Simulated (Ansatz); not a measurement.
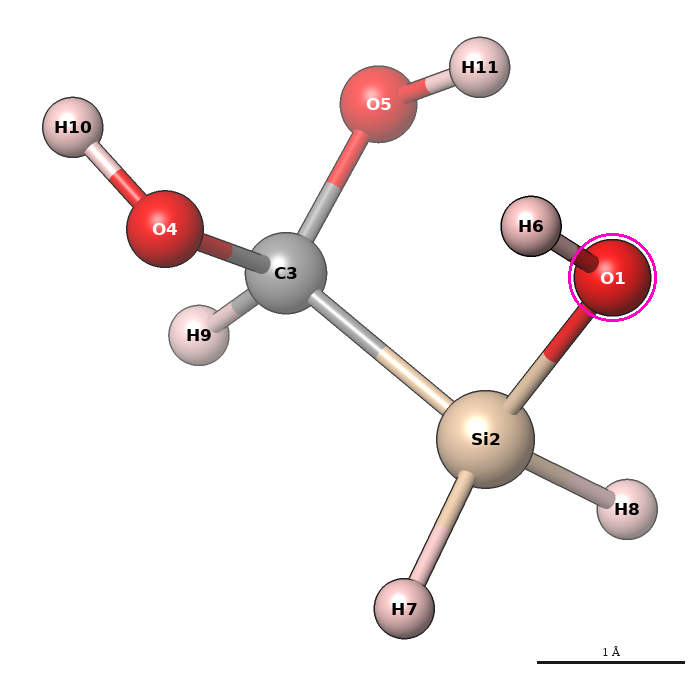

Orthographic view. Depth is shown by fading: the farther an atom, the more it takes the colour of the background. Computed geometry: PBE-D4/def2-SVP optimisation. No frequency run is at hand to confirm it as a minimum.

Q: Which atoms are bonded to the circled atom?

A: The circled atom is O1; it is bonded to Si2, H6.

Q: Which atom is nearest the viewer?

A: H6, 1.8 Å in front of the mean position.

Q: Of O5 and H11, which is nearer the viewer?

A: H11; the bond to O5 points away from the viewer, so it looks shorter than its 0.98 Å.

Q: Which two atoms are farthest apart in space?

A: H8 and H10, 4.73 Å.
